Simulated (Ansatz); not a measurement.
```yaml
atoms:
  - { symbol: C, position_ang: [0.7184, 0.3198, -0.3485] }
  - { symbol: C, position_ang: [0.3367, 1.0273, 0.9466] }
  - { symbol: C, position_ang: [-0.4322, 0.1432, 1.9124] }
  - { symbol: F, position_ang: [-0.7314, -1.5361, -2.6873] }
  - { symbol: F, position_ang: [-2.4958, 0.1091, -1.0430] }
  - { symbol: Ga, position_ang: [-0.8137, -0.3737, -1.3499] }
  - { symbol: H, position_ang: [1.2650, 0.9834, -1.0335] }
  - { symbol: H, position_ang: [1.3818, -0.5368, -0.1621] }
  - { symbol: H, position_ang: [-0.2549, 1.9250, 0.7209] }
  - { symbol: H, position_ang: [1.2577, 1.3867, 1.4290] }
  - { symbol: H, position_ang: [0.1315, -0.7674, 2.1556] }
  - { symbol: H, position_ang: [-0.6394, 0.6640, 2.8544] }
  - { symbol: H, position_ang: [-1.4028, -0.1571, 1.4912] }
```

Geometry: PBE0-D3(BJ)/pcseg-1.

Computed with isolated molecule in a Gaussian basis; Kohn-Sham density functional theory, functional PBE0 (Ansatz).

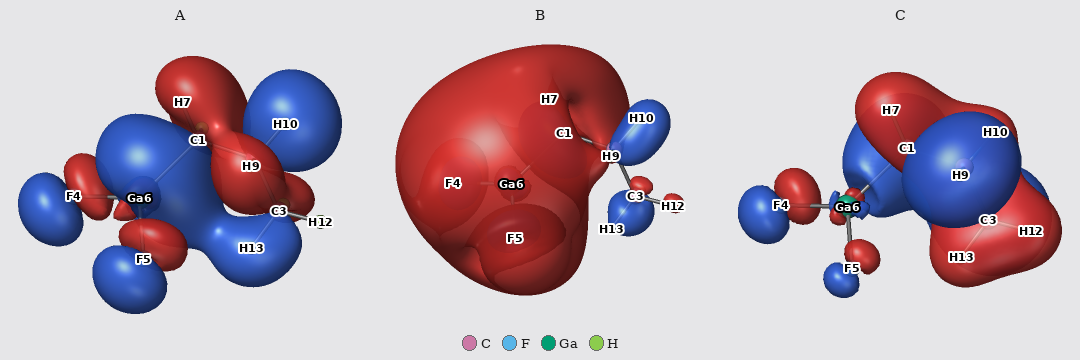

C$_{3}$H$_{7}$F$_{2}$Ga. Three frontier orbitals at ±0.04 Å⁻³ᐟ² (blue and red are the two phases), in no order.

> Which picture is the HOMO−1, the HOMO and the LUMO?

C is the HOMO−1 (−10.11 eV). Its weight (Hirshfeld) is mainly on C2 (about 25 %), C3 (about 20 %), H9 (about 15 %), H11 (about 10 %) and C1 (about 10 %). A is the HOMO (−8.97 eV). By Hirshfeld shares it lies mainly on C1 (about 25 %), Ga6 (about 20 %), C2 (about 15 %), H10 (about 10 %), F5 (about 10 %) and F4 (about 10 %). B is the LUMO (−1.04 eV). Its weight (Hirshfeld) is mainly on Ga6 (about 55 %), C1 (about 15 %), F5 (about 10 %) and F4 (about 10 %).

> What is the HOMO–LUMO gap?

7.93 eV between the orbital energies.
